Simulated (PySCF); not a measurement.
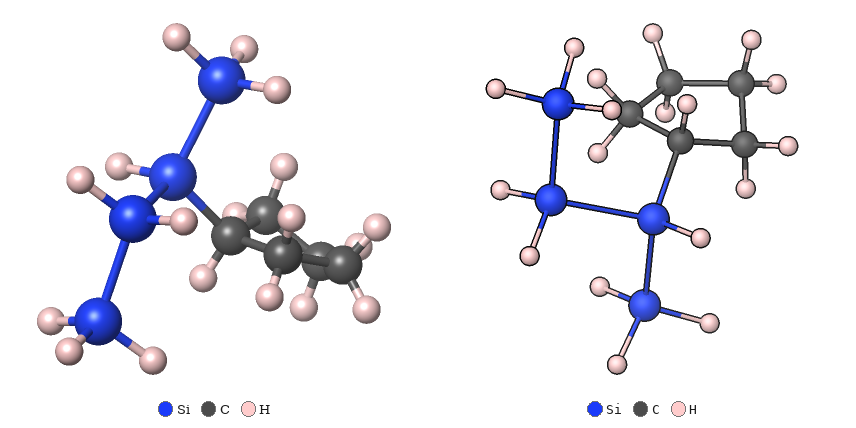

The same structure drawn twice, from different directions.

What does the picture show?

It has 27 atoms: 5 carbon, 18 hydrogen and 4 silicon (C5H18Si4). As SMILES it reads `[SiH3][SiH2][Si@@H]([SiH3])C1CCCC1`. Independent rings (smallest set): 1 of 5 members. Among its groups: Si–H bond. The point group is C1. Coordination: 4 Si tetrahedral; 5 C tetrahedral.

More results for the same structure follow; atom numbers are the same in all pictures, views and colours differ. The geometry was computed by an optimisation with PBE0-D3(BJ)/def2-SVP. No frequency run is at hand to confirm it as a minimum.

### Shape

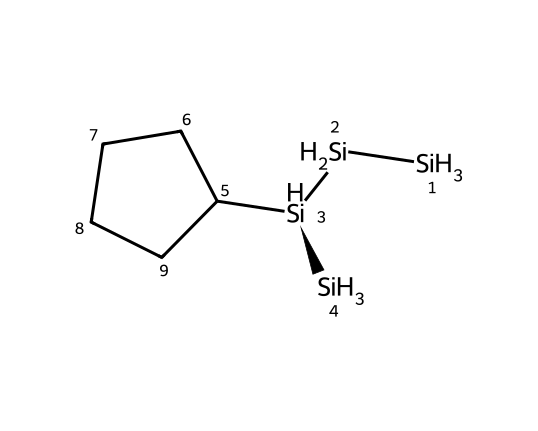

Skeletal drawing with numbered atoms; wedges and dashes mark any stereocentres. The configuration is that of a computed structure (PBE0-D3(BJ)/def2-SVP).

> Give the R/S and E/Z labels.

Si3: R.

### NMR shielding

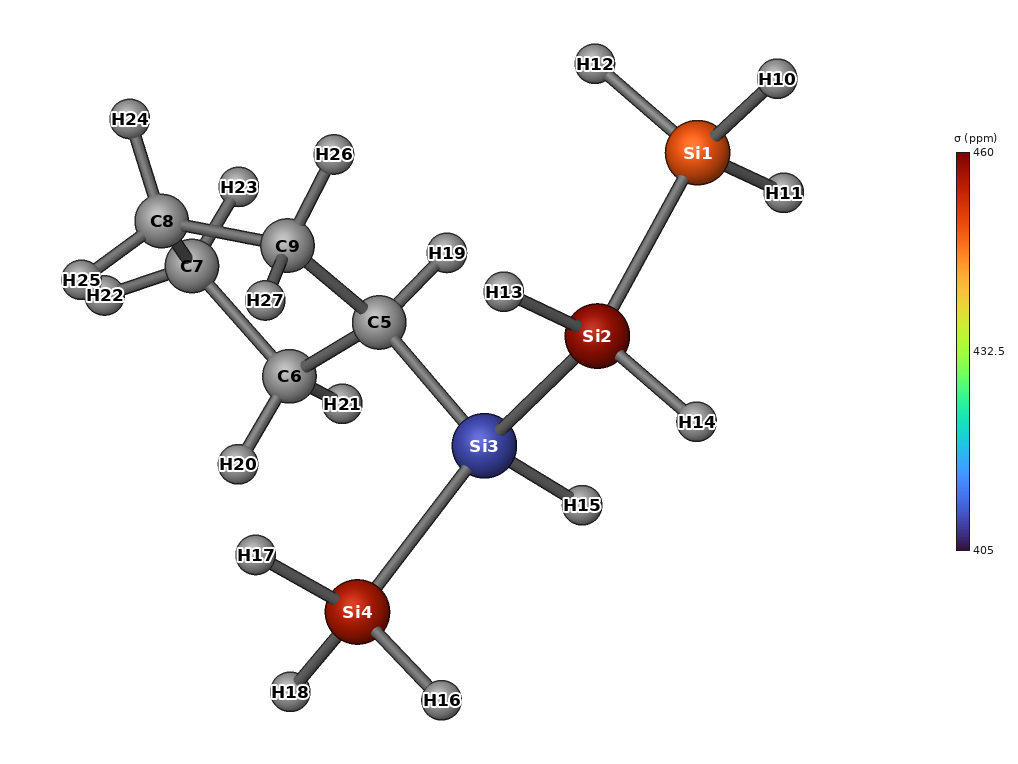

Atoms are coloured by their isotropic NMR shieldings (Si only, the others grey). No frequency run is at hand to confirm it as a minimum. Method: GIAO CAM-B3LYP/pcSseg-1 NMR shielding, non-relativistic, gas phase (PySCF 2.14.0).

List the isotropic NMR shieldings of the Si atoms.

| atom | σ (ppm) |
| --- | --- |
| Si1 | 449.4 |
| Si2 | 457.5 |
| Si3 | 409.3 |
| Si4 | 455.8 |

### Electronic properties

No frequency run is at hand to confirm it as a minimum. Method: CAM-B3LYP/pcSseg-1, gas phase (PySCF 2.14.0).

> Estimate the LUMO energy (Kohn–Sham orbital).

0.72 eV.

> Give the dipole moment at this level.

1.05 D.

> What is the HOMO energy (Kohn–Sham orbital)?

−8.72 eV.

### Bond orders

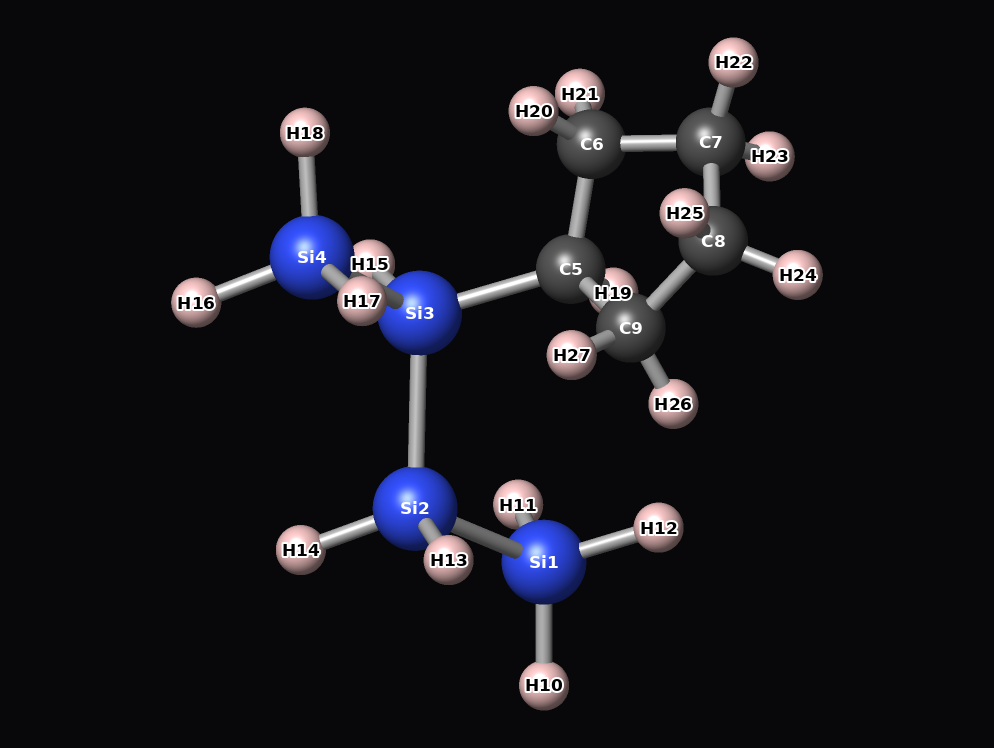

Every bond is drawn as one stick. No frequency run is at hand to confirm it as a minimum. Computed with PBE0/pcSseg-1 (PySCF 2.14.0).

List the Mayer bond orders of Si1–Si2, Si2–Si3, Si3–Si4, Si3–C5, C5–C6, C5–C9, C6–C7, C7–C8, C8–C9 (bonds between heavy atoms, one of each equivalent set).

| bond | Mayer order | length (Å) |
| --- | --- | --- |
| Si1–Si2 | 0.90 | 2.345 |
| Si2–Si3 | 0.88 | 2.347 |
| Si3–Si4 | 0.91 | 2.348 |
| Si3–C5 | 0.87 | 1.896 |
| C5–C6 | 1.00 | 1.534 |
| C5–C9 | 1.00 | 1.549 |
| C6–C7 | 1.02 | 1.526 |
| C7–C8 | 1.04 | 1.531 |
| C8–C9 | 1.03 | 1.547 |

### Ring current

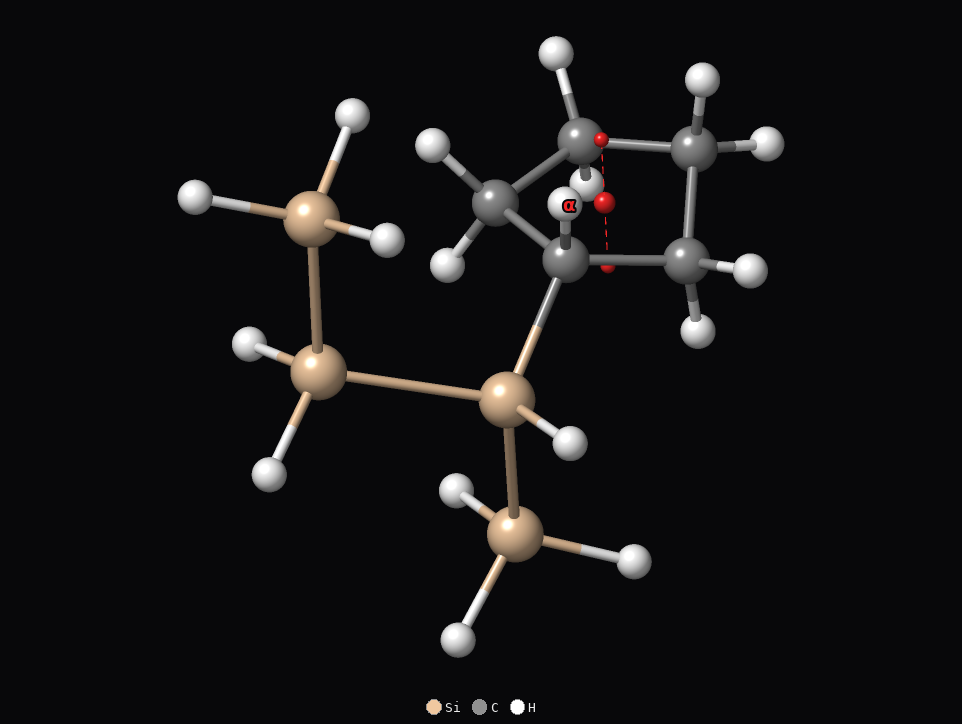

The small points mark where nucleus-independent chemical shifts (NICS) were computed: at the centre of each lettered ring and 1 Å above and below it. No frequency run is at hand to confirm it as a minimum. Level of theory: GIAO PBE0/pcSseg-1 NMR shielding, non-relativistic, gas phase (PySCF 2.14.0).

Give NICS(0), NICS(1) and the out-of-plane component NICS(1)zz for each ring (means of the two sides).

| ring | members | NICS(0) | NICS(1) | NICS(1)zz |
| --- | --- | --- | --- | --- |
| α | C5 | −5.9 | −4.3 | −4.5 |

Values in ppm.

> What do the values say about the ring currents?

Ring α: weak, as in a non-aromatic ring. NICS is one index among several.
